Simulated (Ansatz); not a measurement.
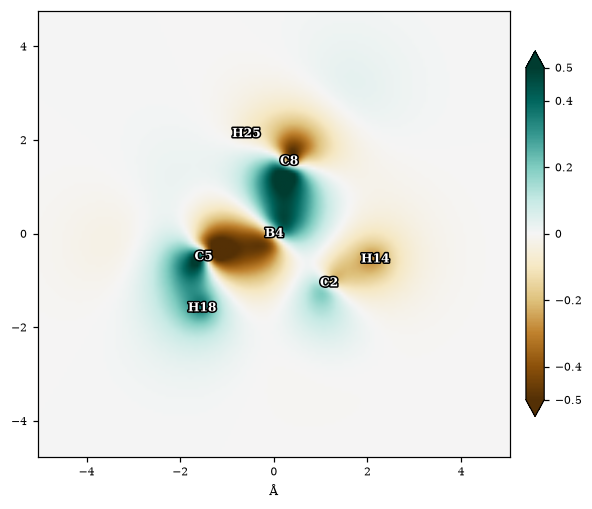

The picture shows: C9H21B (SMILES CC(C)B(C(C)C)C(C)C). The HOMO on the plane of atoms C2, B4 and C8 (values in Å⁻³ᐟ²; the overall sign is arbitrary).

Geometry: PBE0-D4/def2-TZVP.

The calculation used Ansatz, RKS PBE0-D4/def2-TZVPP.

| atom | x (Å) | y (Å) | z (Å) |
| --- | --- | --- | --- |
| C | 1.2547 | -0.5170 | 2.1637 |
| C | 1.0896 | 0.4958 | 1.0281 |
| C | 0.7009 | 1.8661 | 1.5891 |
| B | -0.0030 | -0.0030 | 0.0009 |
| C | -1.4911 | -0.2348 | 0.4800 |
| C | -2.4393 | 0.6968 | -0.2793 |
| C | -1.8981 | -1.6951 | 0.2696 |
| C | 0.3918 | -0.2673 | -1.5064 |
| C | 0.9092 | 1.0188 | -2.1551 |
| C | 1.4514 | -1.3690 | -1.5894 |
| H | 1.5798 | -1.4945 | 1.7965 |
| H | 0.3167 | -0.6625 | 2.7073 |
| H | 2.0015 | -0.1724 | 2.8864 |
| H | 2.0628 | 0.6028 | 0.5333 |
| H | 1.4457 | 2.2158 | 2.3114 |
| H | -0.2622 | 1.8261 | 2.1061 |
| H | 0.6243 | 2.6233 | 0.8038 |
| H | -1.5907 | -0.0116 | 1.5494 |
| H | -2.2022 | 1.7506 | -0.1081 |
| H | -3.4756 | 0.5375 | 0.0358 |
| H | -2.3942 | 0.5179 | -1.3576 |
| H | -2.9335 | -1.8596 | 0.5853 |
| H | -1.8286 | -1.9800 | -0.7843 |
| H | -1.2675 | -2.3821 | 0.8408 |
| H | -0.4815 | -0.6016 | -2.0801 |
| H | 1.1961 | 0.8409 | -3.1965 |
| H | 0.1547 | 1.8105 | -2.1530 |
| H | 1.7916 | 1.4008 | -1.6336 |
| H | 2.3573 | -1.0921 | -1.0424 |
| H | 1.7404 | -1.5527 | -2.6293 |
| H | 1.0912 | -2.3155 | -1.1766 |

What is the character of this orbital?

Answer. It lies mainly on C8 (about 20 %), C5 (about 20 %) and B4 (about 20 %). It is one of a degenerate set, so its orientation is arbitrary. Its energy is −7.51 eV.
